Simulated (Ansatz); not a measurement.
# F2HInSi2 (charge +1, doublet): what the fields show

```xyz
6

F    -1.2514    0.9439   -0.7130
F    -2.9311   -0.8992   -0.0242
In    1.7971    1.2790   -1.2061
Si   -1.3869   -0.6245   -0.3006
Si    0.7016   -1.5664   -0.3449
H     0.3353   -2.9682    0.0573
```

Geometry: B3LYP-D3(BJ)/def2-SVP; core potentials replace the inner electrons of In.

All numbers below come from Ansatz, isolated molecule in a Gaussian basis; Kohn-Sham density functional theory, functional PBE0.

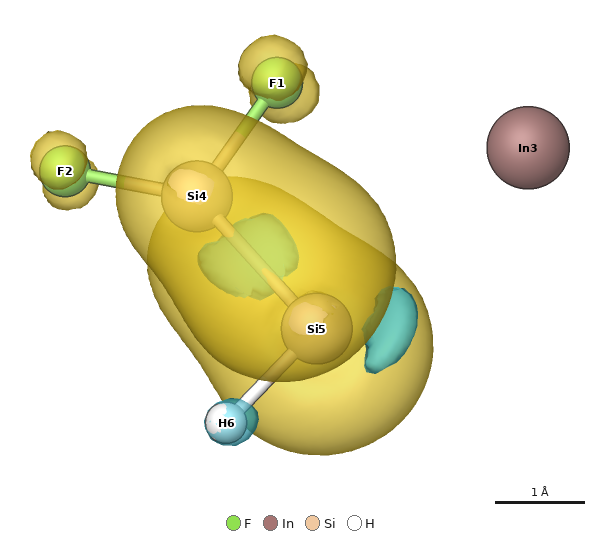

Figure 1. Isosurfaces of the spin density (α minus β) at +0.015 (yellow) and −0.015 e/Å³ (cyan), seen at a tilt.

### Describe the spin distribution.

The unpaired spin (1 electron) lies mostly on Si5 (about 0.6) and Si4 (about 0.3), in electrons by Hirshfeld's partition.

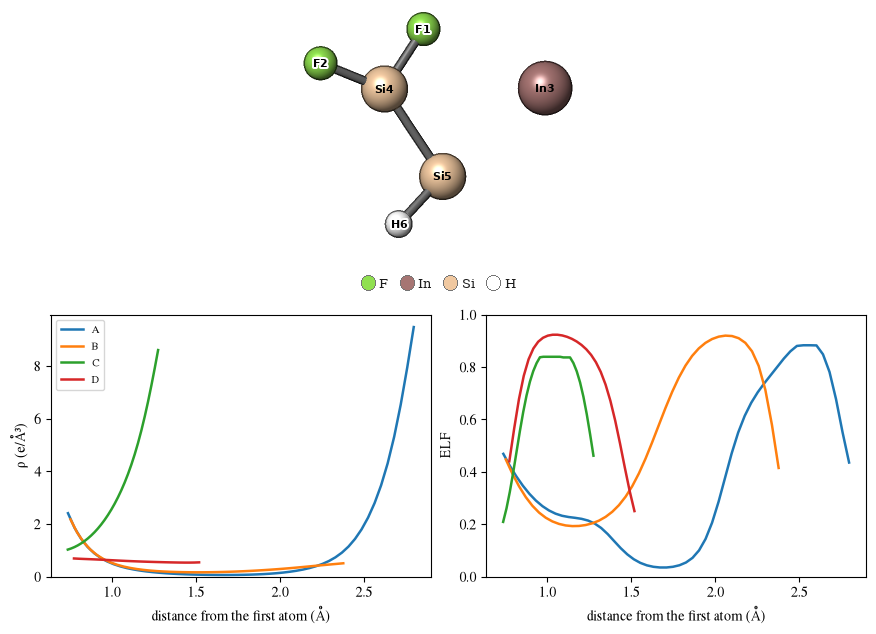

Figure 2. Electron density and ELF along straight lines between neighbouring atoms. The curves leave out the atomic cores. The structure is drawn too.

### Which curve belongs to which contact (In–F, In–Si, Si–F and Si–Si)? The first atom named is at distance zero.

Curve A: In3···F1 (3.11 Å): the density falls to about 0.06 e/Å³ on the way; the ELF dips to about 0.05 between them. Curve B: In–Si (3.17 Å): ρ is about 0.17 e/Å³ halfway; the ELF peaks at about 0.90 in the valence shell of Si, 1.1 Å from its nucleus, and drops to about 0.20 between the two atoms. Curve C: Si–F (1.59 Å): ρ at the midpoint is about 1.2 e/Å³; the ELF peaks at about 0.85 in the valence shell of F, 0.6 Å from its nucleus, and is about 0.40 at the midpoint. Curve D: Si–Si (2.29 Å): ρ at the midpoint is about 0.58 e/Å³; the ELF peaks at about 0.90 between the atoms: localised, covalent bonding.

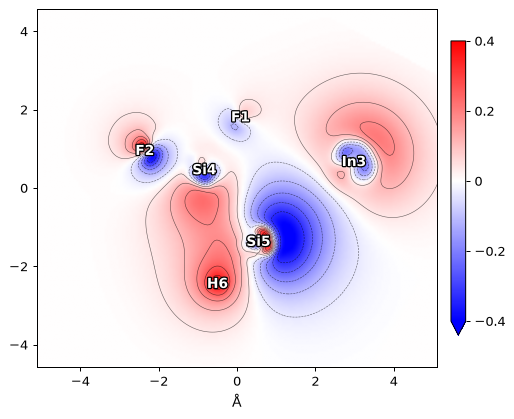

Figure 3. One frontier orbital on the molecular plane (values in Å⁻³ᐟ²; the overall sign is arbitrary).

### Which orbital is it: HOMO (β) or LUMO (β)?

The HOMO (β), at −11.64 eV. By Hirshfeld shares it lies mainly on Si5 (about 50 %), In3 (about 25 %), Si4 (about 10 %) and H6 (about 10 %); it is symmetric in the molecular plane (an in-plane orbital: σ, lone-pair or in-plane π type).
